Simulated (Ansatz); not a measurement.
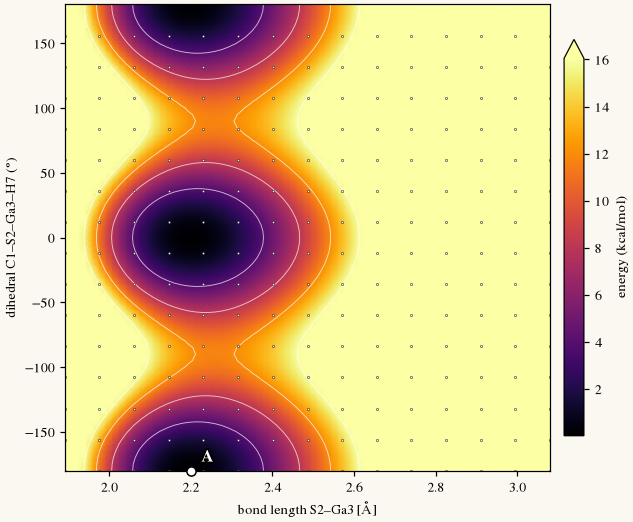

CH₅GaS, SMILES C[S][GaH2]. First axis: bond length S2–Ga3. Second axis: dihedral C1–S2–Ga3–H7. Nothing is relaxed (all other coordinates rigid). The scan uses a 15 × 15 grid. Points are written as (first, second). Energies are in kcal/mol, from the relaxed molecule at the same level. The calculation used RKS B3LYP-D4/def2-TZVP in Ansatz.

The picture shows a smooth colour map with a few white contour lines, dots at the grid points, one colour for all values above the top of the scale, the well A. Between grid points the surface is interpolated.

Estimate the position of the minimum and the force constants in these coordinates. Take the well at A.

The interpolated minimum is at bond length S2–Ga3 ≈ 2.200 Å, dihedral C1–S2–Ga3–H7 ≈ −180°. The curvatures there are about 14 eV/Å² and 0.89 eV/rad², with a cross term of about 0 eV/(Å·rad). Round the minimum the two coordinates are nearly uncoupled. (1 eV is 23.1 kcal/mol.)
